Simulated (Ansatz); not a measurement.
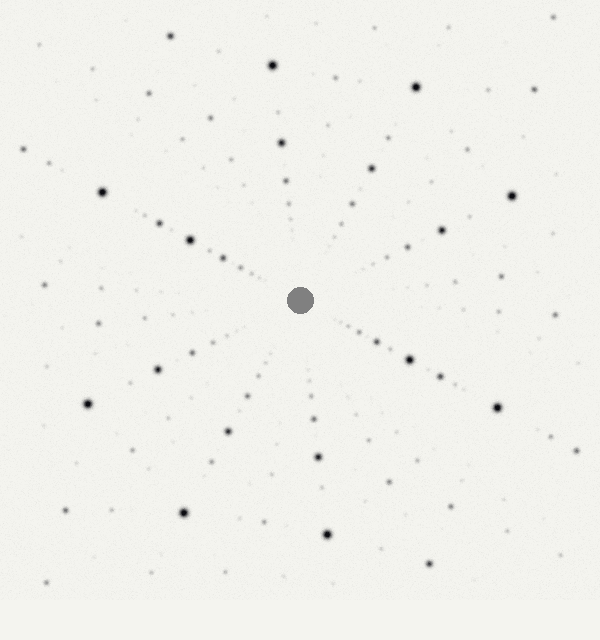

Simulated back-reflection Laue pattern (white X-rays, 0.45 to 2.2 Å, flat plate covering ±45° about the beam, kinematic intensities, seen from the source).

Question: Which symmetry elements lie along the beam?

Answer: 2mm: a twofold axis with two mirror lines.

The crystal is MoS, space group Pm-3m (No. 221), a = 2.969 Å. Structure: the input geometry of an electronic-structure calculation (not necessarily at equilibrium); the starting structure was generated, so it need not be a known form of this composition.

Question: Which direction points towards the source?

Answer: [110] or one equivalent to it by a rotation of the Laue group. In Laue class m-3m no other family of directions with a member of indices 0 and ±1 has this symmetry.
